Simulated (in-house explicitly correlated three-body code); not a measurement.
Two electrons around a point charge Z = 0.965. Computed variationally in 260 exponentially correlated functions with an in-house code, non-relativistic, converged to about 10⁻⁷ hartree. Wanted, and plotted below: the exact exchange and correlation potentials of the ground state, from inverting its density, with the radial density dashed.

The exchange potential, minus half the Hartree potential for two paired electrons, rises from −0.63 hartree at 0.24 bohr to −0.05 at 21 bohr, tending to −1/r far out. The correlation potential is −0.070 hartree at the inner end, crosses zero near 0.88 bohr and has a positive maximum of 0.062 hartree near 2.2 bohr; the density peaks at 1.2 bohr. The LDA correlation potential, by contrast, is negative everywhere. The Kohn-Sham level equals minus the binding of the second electron, −0.425 eV.

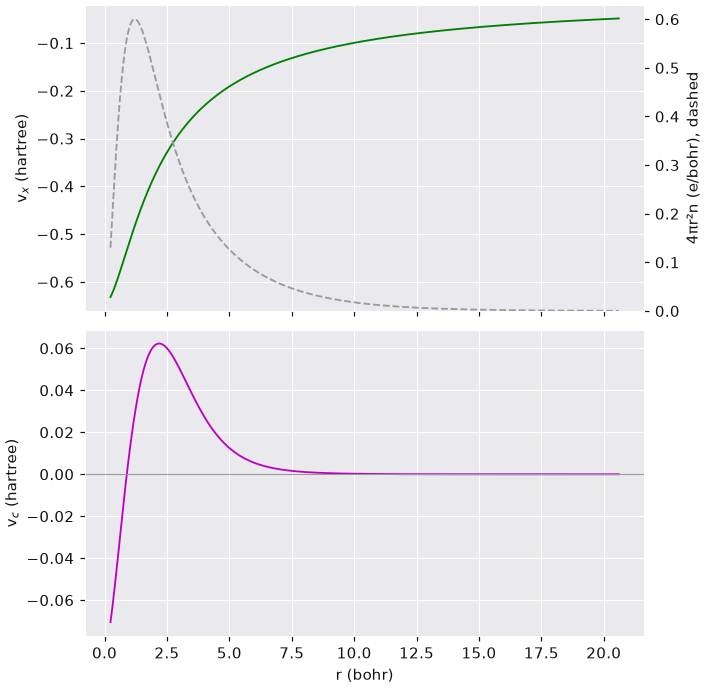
